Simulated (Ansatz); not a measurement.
Base system: BN in the zinc blende structure (space group F-43m, No. 216; a = 3.581 Å). Axes: x, y, z lie along the cube axes.

Now apply this change: tensile biaxial strain of 2.50 % in the plane normal to [111], as in epitaxy on a mismatched substrate; the out-of-plane cell vector and the atoms relax.

All numbers come from LDA (Ansatz, an electronic-structure program, PAW, no SOC).

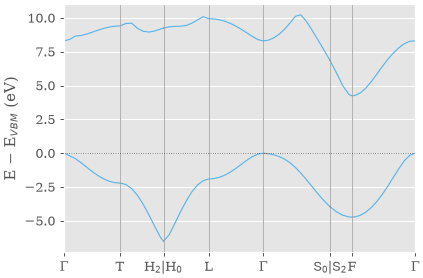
Fig. 1. Highest valence and lowest conduction band along the path of the changed cell's own zone

From the figure, how large is the changed gap, and is it direct?

About 4.2 eV, indirect, Γ → F.

Whether these cells are dynamically stable was not tested. Labels are those of the standard path for the cell's own space group.
